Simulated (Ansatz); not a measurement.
# TiC (model cell, started as CsCl type): following an unstable mode, part 2 of 2

Which phase does TiC (model cell, started as CsCl type) fall into along its unstable mode, and how much energy does it gain?

Ansatz 0.2.0; DFT PBEsol, scalar-relativistic, plane waves, PAW.

So far, highest frequency on the path or at a solved wavevector (cm⁻¹): step 2 (the dispersion) 419. Also lowest frequency on the path (cm⁻¹): step 2 -369.

The structure was built from a prototype and need not be the compound's stable phase.

## 5. Energy along the mode, all amplitudes (two of the runs are shown above)

An imaginary frequency means negative curvature, so the energy should fall and then rise again as anharmonic terms take over.

Numbers from this step:

```yaml
depth_at_the_lowest_point_sampled: 162.9 meV/atom
largest_atomic_shift_at_that_point: 0.45 Å
```

Energy from the parent against largest atomic shift:

```
largest atomic shift (Å)  energy from the parent (meV/atom)
                   0.000                                  0
                   0.040                              -1.81
                   0.080                              -7.89
                   0.140                              -26.9
                   0.220                              -65.1
                   0.320                               -116
                   0.450                               -163
                   0.600                               -141
```

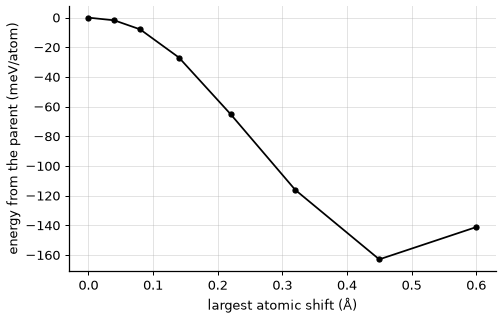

Energy from the parent, plotted against largest atomic shift.

Displacement at unit largest shift by atom:

```csv
atom,x (Å),y (Å),z (Å),size
Ti1,0.00,0.00,0.00,0.00
Ti2,0.00,0.00,0.00,0.00
C3,1.00,0.00,0.00,1.00
C4,-1.00,0.00,0.00,1.00
```

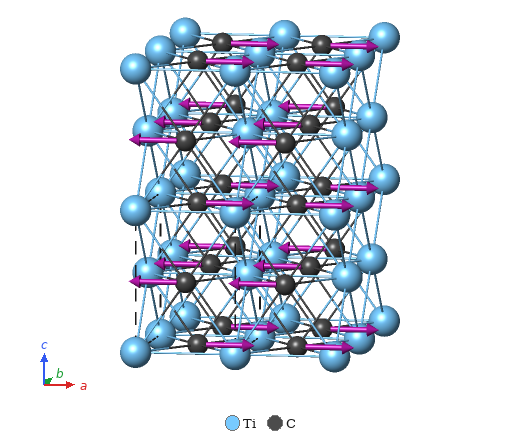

Displacement at unit largest shift as arrows, the longest 1 Å. 2×2×2 cells are drawn. Some periodic images of atoms are drawn too.

The lowest of the steps tried is at 0.45 Å, 163 meV/atom below the parent; the bottom of the well need not coincide with a step.

## 6. Relaxing from the distorted cell

Starting from the lowest point found, all atoms and the cell are let go, so that strain and other modes of the same symmetry can join in.

Contents of input.yaml:

```yaml
crystal:
  lattice:
    - [-2.6818219351, 0.0, 0.0]
    - [0.0, -2.6818219351, -2.6818219351]
    - [0.0, -2.6818219351, 2.6818219351]
  atoms:
    - { symbol: Ti, position: [0.0, 1.0, 0.0] }
    - { symbol: Ti, position: [0.0, 0.5, 0.5] }
    - { symbol: C, position: [0.3322036247, 0.0, 0.5] }
    - { symbol: C, position: [0.6677963753, 0.5, 0.0] }
kpoints:
  mp_grid: { grid: [14, 10, 10] }
hamiltonian:
  xc: pbesol
scf:
  occupations: { method: methfessel_paxton, width: 0.15 }
output:
  forces: true
  stress: true
  eigenvalues: true
relax:
  adjacent_minimum: "off"
  f_tol: 0.002
  max_steps: 120
  cell: { stress_tol: 0.03 }
```

On the command line:

```bash
$ ansatz run input.yaml --threads 4 --pin off --max-ram 7168MiB --backend cpu --events-out ev --progress --plain --runs-dir out
```

Numbers of over 12 decimals in the logs are rounded to 6 here.

The program printed:

```text
[...]
Crystal: 4 atoms, lattice volume = 38.576 Å³
Basis set: ecut = 420 eV, 761 PW (Γ), exchange–correlation on 36×54×54 points (8 copies of the dense FFT grid, shifted against one another)
Bands: 20, of which v1, the nominal top of the filled ones, is band 16 counted from 1 (15 counted from 0)
Symmetry: 16 space group operations
[...]
k-points: 168 of 1400
[...]
SCF iter   1: F=—  HF=-5440.814706 eV  |F-HF|=—  |Δ(HF+E_count)|=         —  Δρ=8.27e-3  dr2=1.06e-2  ethr=1.77e-3  ⟨swp⟩=4.5  Hψ=13697  notcnv=0
[...]
SCF iter   5: F=-5440.811025 eV  HF=-5440.811025 eV  |F-HF|=2.97e-9  |Δ(HF+E_count)|=   2.88e-7  S|Δr|=    0.00e0  Δρ=1.71e-5  dr2=6.48e-8  ethr=3.13e-10  ⟨swp⟩=2.9  Hψ=12598  notcnv=0
SCF 1 converged in 5 iterations: F = -5440.811025 eV  dr2 = 6.48e-8
[...]
relax step   1: F+E_penalty+E_count = -5440.81102463 eV  Δ(F+E_penalty+E_count) = +0.000e0 eV  max|allowed force component| = 3.580e-1 eV/Å  Δτ_max = 0.0000 Å  P = +16.136 GPa  Ω = 38.576 Å³  (5 SCF iters, dr2 threshold 1.00e-7 eV, accepted)
Crystal: 4 atoms, lattice volume = 40.750 Å³
Basis set: ecut = 420 eV, 809 PW (Γ), exchange–correlation on 36×54×54 points (8 copies of the dense FFT grid, shifted against one another)
[...]
SCF iter   6: F=-5441.168048 eV  HF=-5441.168048 eV  |F-HF|=8.06e-8  |Δ(HF+E_count)|=   2.23e-7  S|Δr|=    0.00e0  Δρ=1.94e-5  dr2=1.42e-7  ethr=1.25e-9  ⟨swp⟩=5.8  Hψ=16672  notcnv=0
SCF 2 converged in 6 iterations: F = -5441.168048 eV  dr2 = 1.42e-7
relax step   2: F+E_penalty+E_count = -5441.16804819 eV  Δ(F+E_penalty+E_count) = -3.570e-1 eV  max|allowed force component| = 4.167e-2 eV/Å  Δτ_max = 0.0849 Å  P = +0.442 GPa  Ω = 40.750 Å³  energy of the carried Pulay correction = -3.536e-3 eV  (6 SCF iters, dr2 threshold 4.00e-7 eV, accepted)
Crystal: 4 atoms, lattice volume = 40.838 Å³
[...]
SCF iter   4: F=-5441.168484 eV  HF=-5441.168484 eV  |F-HF|=6.04e-8  |Δ(HF+E_count)|=   1.15e-7  S|Δr|=    0.00e0  Δρ=2.47e-5  dr2=1.70e-7  ethr=1.25e-9  ⟨swp⟩=5.2  Hψ=15735  notcnv=0
SCF 3 converged in 4 iterations: F = -5441.168484 eV  dr2 = 1.70e-7
relax step   3: F+E_penalty+E_count = -5441.16848377 eV  Δ(F+E_penalty+E_count) = -4.356e-4 eV  max|allowed force component| = 1.468e-2 eV/Å  Δτ_max = 0.0052 Å  P = +0.045 GPa  Ω = 40.838 Å³  energy of the carried Pulay correction = -3.674e-3 eV  (4 SCF iters, dr2 threshold 4.00e-7 eV, accepted)
[...]
relax step   4: F+E_penalty+E_count = -5441.16848875 eV  Δ(F+E_penalty+E_count) = -4.976e-6 eV  max|allowed force component| = 9.638e-3 eV/Å  Δτ_max = 0.0018 Å  P = -0.020 GPa  Ω = 40.873 Å³  energy of the carried Pulay correction = -3.730e-3 eV  (4 SCF iters, dr2 threshold 7.05e-8 eV, accepted)
[...]
relax step   5: F+E_penalty+E_count = -5441.16846419 eV  Δ(F+E_penalty+E_count) = +2.456e-5 eV  max|allowed force component| = 4.028e-5 eV/Å  Δτ_max = 0.0028 Å  P = -0.018 GPa  Ω = 40.917 Å³  energy of the carried Pulay correction = -3.799e-3 eV  (5 SCF iters, dr2 threshold 2.75e-8 eV, accepted)
[...]
relax step   6: F+E_penalty+E_count = -5441.17682892 eV  Δ(F+E_penalty+E_count) = -8.365e-3 eV  max|allowed force component| = 1.703e-3 eV/Å  Δτ_max = 0.0000 Å  P = +0.256 GPa  Ω = 40.917 Å³  stress off target by 3.84e-1 GPa  SCF on the basis re-selected at this cell (its energy is not comparable with the rows above)  (6 SCF iters)
[...]
relax step   7: F+E_penalty+E_count = -5441.17682028 eV  Δ(F+E_penalty+E_count) = +8.644e-6 eV  max|allowed force component| = 1.515e-3 eV/Å  Δτ_max = 0.0009 Å  P = +0.012 GPa  Ω = 40.961 Å³  energy of the carried Pulay correction = -7.566e-5 eV  (4 SCF iters, dr2 threshold 3.68e-7 eV, accepted)
[...]
SCF iter   4: F=-5441.176892 eV  HF=-5441.176892 eV  |F-HF|=9.09e-13  |Δ(HF+E_count)|=  6.09e-11  S|Δr|=    0.00e0  Δρ=1.57e-7  dr2=3.90e-12  ethr=1.00e-12  ⟨swp⟩=3.2  Hψ=14946  notcnv=0
SCF 8 converged in 4 iterations: F = -5441.176892 eV  dr2 = 3.90e-12
relax step   8: F+E_penalty+E_count = -5441.17689238 eV  Δ(F+E_penalty+E_count) = -7.210e-5 eV  max|allowed force component| = 1.599e-3 eV/Å  Δτ_max = 0.0000 Å  P = +0.012 GPa  Ω = 40.961 Å³  stress off target by 2.99e-2 GPa  SCF on the basis re-selected at this cell (its energy is not comparable with the rows above)  (4 SCF iters)
[...]
SCF converged after 4 iterations
[...]
Free energy (F): -5441.176892 eV
[...]
Internal energy: -5441.175778 eV  (E = F + TS)
E sigma→0 (E₀):  -5441.176614 eV
Entropy (-TS):   -0.001115 eV (-0.279 meV/atom)
Fermi energy:    14.676043 eV
[...]
--- Forces (eV/Å), atoms counted from 1 ---
  atom   1  Ti     0.00000000    -0.00000000    -0.00000000
  atom   2  Ti    -0.00000000     0.00000000     0.00000000
  atom   3  C      0.00159865     0.00000000     0.00000000
  atom   4  C     -0.00159865     0.00000000    -0.00000000
  max |Σ_I F_I| component: 1.04e-17 eV/Å
--- Stress (GPa, compression-positive) ---
       -0.024419      -0.000000       0.000000
       -0.000000       0.029884       0.000000
        0.000000       0.000000       0.029884
  P = ⅓ Tr σ = 0.0118 GPa (0.118 kbar)
--- Band table (eV; the first three rows and the last of 168) ---
  k-point 0: bands = [... 12 lower, 12.2188, 13.1854, 13.9101, 14.5009, 14.5009, 17.2112, 17.5572, 18.3018]
  k-point 1: bands = [... 12 lower, 12.2542, 12.9979, 13.9743, 14.2769, 14.7516, 17.2558, 17.3972, 18.2365]
  k-point 2: bands = [... 12 lower, 12.3078, 12.6529, 13.7453, 14.0720, 15.2755, 17.2085, 17.3293, 18.0554]
  k-point 167: bands = [... 12 lower, 12.2117, 12.2117, 12.2948, 12.2948, 16.1234, 16.1234, 16.9275, 16.9275]
--- Relaxed structure (6 steps of the walk, 6 accepted, 2 SCFs on fresh bases) ---
  F+E_penalty+E_count = -5441.17689238 eV   max|allowed force component| = 1.599e-3 eV/Å   (the final SCF, on the basis selected at the relaxed cell)
  cell:  # Å, volume = 40.9610 Å³
    - [-2.591084, 0, 0]
    - [0, -2.811444, -2.811444]
    - [0, -2.811444, 2.811444]
  atoms:
    - { symbol: Ti, position: [0, 1.0, 0.0] }
    - { symbol: Ti, position: [0, 0.5, 0.5] }
    - { symbol: C, position: [0.296560, 0.0, 0.5] }
    - { symbol: C, position: [0.703440, 0.5, 0.0] }
```

Run time: 17 s. Hardware: 4 threads of Arm Neoverse V1, shared host; peak memory 0.44 GiB; 65 s of CPU time.

Step by step:

| step | energy less that of the first step (eV) | largest force component (eV/Å) | pressure (GPa) | volume (Å³) |
| --- | --- | --- | --- | --- |
| 1 | 0.0000 | 0.3580 | 16.14 | 38.58 |
| 2 | -0.3570 | 0.0417 | 0.44 | 40.75 |
| 3 | -0.3575 | 0.0147 | 0.04 | 40.84 |
| 4 | -0.3575 | 0.0096 | -0.02 | 40.87 |
| 5 | -0.3574 | 0.0000 | -0.02 | 40.92 |
| 6* | -0.3658 | 0.0017 | 0.26 | 40.92 |
| 7 | -0.3658 | 0.0015 | 0.01 | 40.96 |
| 8* | -0.3659 | 0.0016 | 0.01 | 40.96 |

Relaxation steps marked * repeat the geometry before them on a plane-wave basis chosen anew for their cell, so energy and pressure can jump there.

Forces are held to the 16 operations that the run works with; a distortion that breaks them can't arise in this run.

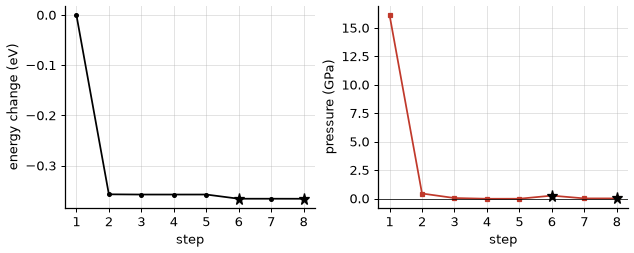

Energy and pressure along the relaxation. Stars mark steps on a basis chosen anew.

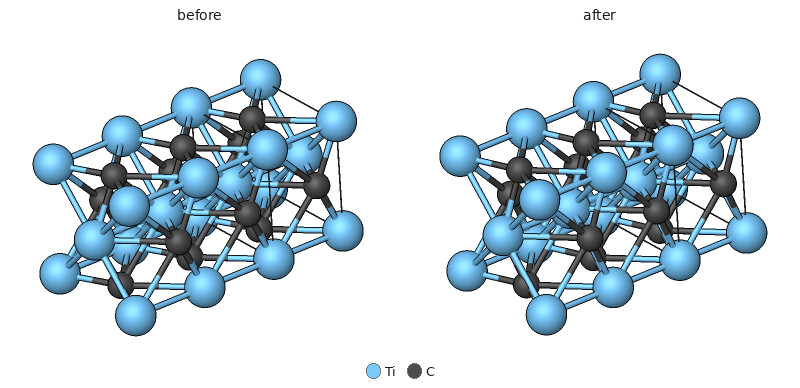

Before and after, at one scale.

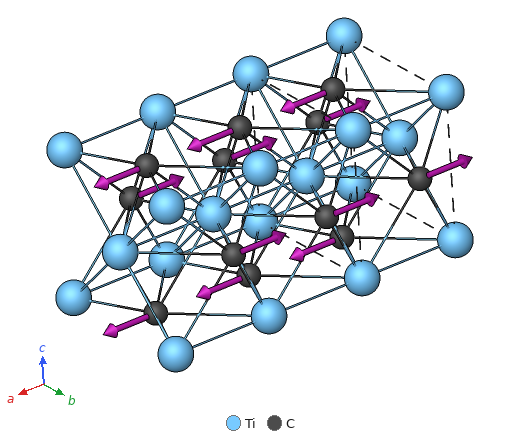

Displacements in the relaxation, exaggerated, measured against the changing cell; the longest in the cell stands for 0.09 Å. 3×1×1 cells are drawn. Some periodic images of atoms are drawn too.

| cell as run | before | after | change |
| --- | --- | --- | --- |
| a (Å) | 2.682 | 2.591 | -3.4 % |
| b (Å) | 3.793 | 3.976 | +4.8 % |
| c (Å) | 3.793 | 3.976 | +4.8 % |
| volume (Å³/atom) | 9.64 | 10.24 | +6.2 % |

The atoms that moved most (Å, as changes of fractional coordinates times the final cell):

| atom | dx | dy | dz | length |
| --- | --- | --- | --- | --- |
| C4 | -0.092 | 0.000 | 0.000 | 0.092 |
| C3 | 0.092 | 0.000 | 0.000 | 0.092 |

Final coordinates:

```xyz
4
Lattice="-2.5911 0.0000 0.0000 0.0000 -2.8114 -2.8114 0.0000 -2.8114 2.8114" Properties=species:S:1:pos:R:3 pbc="T T T"
Ti    0.0000   -2.8114   -2.8114
Ti    0.0000   -2.8114    0.0000
C    -0.7684   -1.4057    1.4057
C    -1.8227   -1.4057   -1.4057
```

Numbers from this step:

```
pressure        : 0.01178 GPa
volume per atom : 10.24 Å³
```

The distorted start has space group P4/nmm; the relaxation ends in P4/nmm.

## 7. The new phase in its own primitive cell

The relaxed structure is symmetrised, reduced to its primitive cell and relaxed tightly, as its phonons need.

input.yaml, the sections that differ from step 6:

```yaml
crystal:
  lattice:
    - [3.9759815302, 0.0, 0.0]
    - [0.0, 3.9759815302, 0.0]
    - [0.0, 0.0, 2.5910838427]
  atoms:
    - { symbol: Ti, position: [0.0, 0.0, 0.0] }
    - { symbol: Ti, position: [0.5, 0.5, 0.0] }
    - { symbol: C, position: [0.0, 0.5, 0.2965597712] }
    - { symbol: C, position: [0.5, 0.0, 0.7034402288] }
kpoints:
  mp_grid: { grid: [10, 10, 14] }
relax:
  adjacent_minimum: "off"
  f_tol: 0.001
  max_steps: 60
  cell: { stress_tol: 0.01 }
# hamiltonian, scf, output: as in step 6
```

The program printed:

```text
[...]
Crystal: 4 atoms, lattice volume = 40.961 Å³
Basis set: ecut = 420 eV, 809 PW (Γ), exchange–correlation on 54×54×36 points (8 copies of the dense FFT grid, shifted against one another)
Bands: 20, of which v1, the nominal top of the filled ones, is band 16 counted from 1 (15 counted from 0)
Symmetry: 16 space group operations
[...]
k-points: 168 of 1400
[...]
--- Relaxed structure (3 steps of the walk, 3 accepted, 2 SCFs on fresh bases) ---
[...]
cell:  # Å, volume = 40.9652 Å³
    - [3.976246, 0, 0.0]
    - [0, 3.976246, 0.0]
    - [0.0, 0.0, 2.591007]
  atoms:
    - { symbol: Ti, position: [0, 0, 0] }
    - { symbol: Ti, position: [0.500000, 0.500000, 0] }
    - { symbol: C, position: [0, 0.500000, 0.296438] }
    - { symbol: C, position: [0.500000, 0, 0.703562] }
[key lines of the parts left out:]
SCF converged after 4 iterations
Free energy (F): -5441.176890 eV
Fermi energy:    14.674185 eV
P = ⅓ Tr σ = 0.0000 GPa (0.000 kbar)
```

It took 11 s on 4 threads; peak memory 0.44 GiB.

Little changed from the start: no atom moved by 0.005 Å and no cell edge by 0.1 %.

Numbers from this step:

* pressure: 3.33e-5 GPa

The largest force component left is 0.16 meV/Å and the pressure is 0.000 GPa, within the tolerances set. The cell now holds 10.24 Å³/atom.

## 8. Modes of the new phase, k-mesh 10×10×14

A relaxed structure may still be a saddle point, so its zone-centre modes are computed. No field response is asked, since the mesh shows no gap.

input.yaml, the sections that differ from step 7:

```yaml
crystal:
  lattice:
    - [3.9762458473, 0.0, 0.0]
    - [0.0, 3.9762458473, 0.0]
    - [0.0, 0.0, 2.5910069189]
  atoms:
    - { symbol: Ti, position: [0.0, 0.0, 0.0] }
    - { symbol: Ti, position: [0.5, 0.5, 0.0] }
    - { symbol: C, position: [0.0, 0.5, 0.2964383958] }
    - { symbol: C, position: [0.5, 0.0, 0.7035616042] }
output:
  eigenvalues: true
phonons:
  method: dfpt
# kpoints, hamiltonian, scf: as in step 7
# relax: removed
```

The program printed:

```text
zone centre: on kpoints.mp_grid the ground state, and the responses unless they are solved on pairs of k-points, stand on 288 of the mesh's 1400 k-points, reduced under 4 symmetry operations, with k and −k counted as one. Each operation leaves every solved displacement unchanged or reverses it
[...]
Crystal: 4 atoms, lattice volume = 40.965 Å³
Basis set: ecut = 420 eV, 809 PW (Γ), exchange–correlation on 60×60×36 points (8 copies of the dense FFT grid, shifted against one another)
Bands: 20, of which v1, the nominal top of the filled ones, is band 16 counted from 1 (15 counted from 0)
Symmetry: 16 space group operations
k-points: 288 of 1400 (irreducible under 4 space group operations, time reversal used)
[...]
SCF iter   1: F=—  HF=-5441.183218 eV  |F-HF|=—  |Δ(HF+E_count)|=         —  Δρ=8.37e-3  dr2=1.70e-2  ethr=1.77e-3  ⟨swp⟩=4.3  Hψ=22422  notcnv=0
[...]
SCF iter   9: F=-5441.176890 eV  HF=-5441.176890 eV  |F-HF|=0.00e0  |Δ(HF+E_count)|=  4.55e-12  S|Δr|=    0.00e0  Δρ=3.66e-8  dr2=4.58e-13  ethr=1.00e-12  ⟨swp⟩=4.2  Hψ=21004  notcnv=0
SCF 1 converged in 9 iterations: F = -5441.176890 eV  dr2 = 4.58e-13
[...]
DFPT response loops at Γ: preconditioner auto → Kerker (q_TF=auto, 2.618 Å⁻¹) (partly filled bands, converged f_vac=0.000); β = 1.00, the filter's whole step (`scf.mixing.beta` (0.50) is not read by the response loops under this deck's `scf.mixing.preconditioner`; to damp them name `kerker` or `kerker_dos`, under which they read `scf.mixing.beta`, and type it under 1.00, their step now; both keys bind the ground state too); Broyden in place of MSR1
SCF converged after 9 iterations
[...]
Free energy (F): -5441.176890 eV
[...]
Internal energy: -5441.175765 eV  (E = F + TS)
E sigma→0 (E₀):  -5441.176609 eV
Entropy (-TS):   -0.001125 eV (-0.281 meV/atom)
Fermi energy:    14.674185 eV
[...]
--- Band table (eV; the first three rows and the last of 288) ---
  k-point 0: bands = [... 12 lower, 12.2171, 13.1838, 13.9080, 14.4989, 14.4989, 17.2100, 17.5546, 18.3000]
  k-point 1: bands = [... 12 lower, 12.2309, 13.2322, 14.1166, 14.4561, 14.4561, 16.8698, 17.5707, 18.1441]
  k-point 2: bands = [... 12 lower, 12.1758, 13.3713, 14.3287, 14.3287, 14.7222, 15.9751, 17.6162, 18.0171]
  k-point 287: bands = [... 12 lower, 12.2104, 12.2104, 12.2919, 12.2919, 16.1210, 16.1210, 16.9262, 16.9262]
--- Phonons (Γ-DFPT): 4 representative perturbations + reference, on 288 of 1400 k-points (Σ response iterations 12) ---
  k mesh reduced under 4 symmetry operations, with k and −k counted as one. Each operation leaves every solved displacement unchanged or reverses it
  ASR residual: 1.167e-5 → 0.000e0 eV/Å²; symmetrization residual: 9.759e-7 eV/Å²
  ASR residual per site (eV/Å²): 1.17e-5 1.17e-5 7.45e-6 7.45e-6
  Γ frequencies (cm⁻¹): -61.21 0.00 0.00 0.00 351.73 351.73 385.19 408.36 427.37 427.37 521.86 521.86
  non-analytic LO–TO correction: not included (Born effective charges unavailable; polar crystals: no LO–TO splitting at Γ)
```

The job ended after 35 s (4 threads; peak memory 1.1 GiB; 2.2 min of CPU time).

Numbers from this step:

* sum-rule residual before enforcement: 1.17e-5 eV/Å²
* point group: 4/mmm
* highest optical mode at the zone centre (no LO-TO term): 521.9 cm⁻¹
* lowest optical zone-centre mode: -61.21 cm⁻¹

Patterns of degenerate modes are one choice out of their space. Modes at Γ, with each element's share of the kinetic energy (negative means imaginary):

```
mode  frequency (cm⁻¹)  symmetry  Ti %  C %
   1             -61.2       B1g   100    0
   2               0.0  acoustic    80   20
   3               0.0  acoustic    80   20
   4               0.0  acoustic    80   20
   5             351.7        Eg    92    8
   6             351.7        Eg    92    8
   7             385.2       A2u    20   80
   8             408.4       A1g     0  100
   9             427.4        Eu    20   80
  10             427.4        Eu    20   80
  11             521.9        Eg     8   92
  12             521.9        Eg     8   92
```

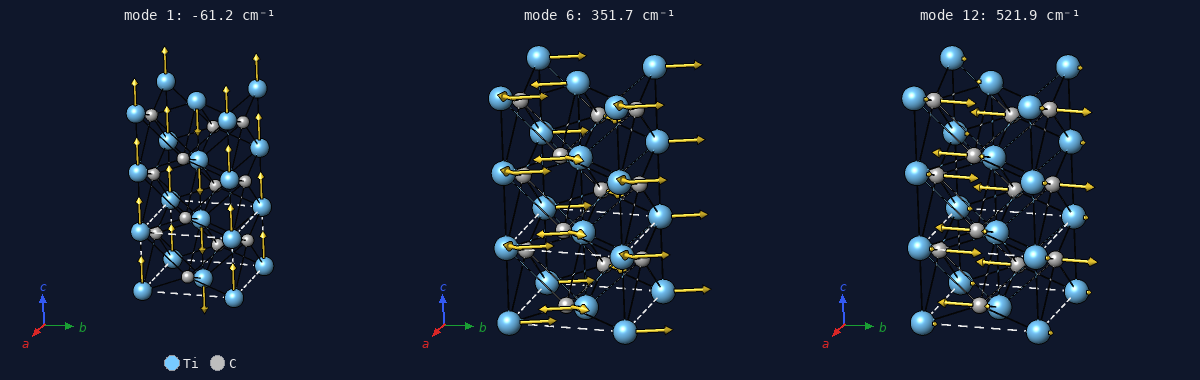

Displacement patterns of modes 1, 6 and 12 at Γ; arrows are exaggerated. 1×1×3 cells are drawn. Some periodic images of atoms are drawn too.

Before it was imposed, the acoustic sum rule was missed by 1.2e-5 eV/Å². Small misses are needed for a sound result but don't prove that mesh and cutoff are converged. The lowest optical mode is imaginary, 61.2i cm⁻¹, so the energy falls along it.

## 9. What came out

| Quantity | Value |
| --- | --- |
| unstable mode of the parent | q = (0, -0.5, -0.5), 357i cm⁻¹ |
| depth at the lowest point sampled | 163 meV/atom |
| largest atomic shift at that point | 0.45 Å |
| space group reached (within 0.01 Å) | P4/nmm |
| energy gained over the parent (first relaxation, on the mesh of the frozen mode) | 254 meV/atom |
| volume per atom, phase reached | 10.2 Å³ |
| lowest optical zone-centre mode, phase reached | -61.2 cm⁻¹ |
| highest optical mode at the zone centre (no LO-TO term), phase reached | 522 cm⁻¹ |

What this shows: Along this mode the structure falls into P4/nmm, 254 meV/atom below the parent. At the parent's cell the well is 162.9 meV/atom deep on the steps tried, with its lowest point at a shift of 0.45 Å. Relaxing atoms and cell changes the gain by +91.54 meV/atom against the lowest step (energies at zero smearing). The new phase still has an imaginary mode at the zone centre of its cell, so it is a saddle point on the way to a lower structure. Of the 4 patterns followed to their end from this parent, this one ends 785 meV/atom above the lowest, P6_3/mmc. Each path keeps the symmetry of its pattern, so a lower phase may lie along a pattern not tried. With no gap, or one that is small against the smearing, the frequencies hang on the k mesh and the smearing, most of all near Kohn anomalies. The starting cell was built on a prototype and not taken from a measurement, so the phase need not exist.

[Logs are printed without paths, hosts, clocks, repeated set-up lines and the standing remarks that a program may print on its own settings, such as how far it seeks lower states.]

[Hosts, paths, dates, database ids (printed as entryN), source tags and the programs' standing remarks are cut or masked in the printed files.]
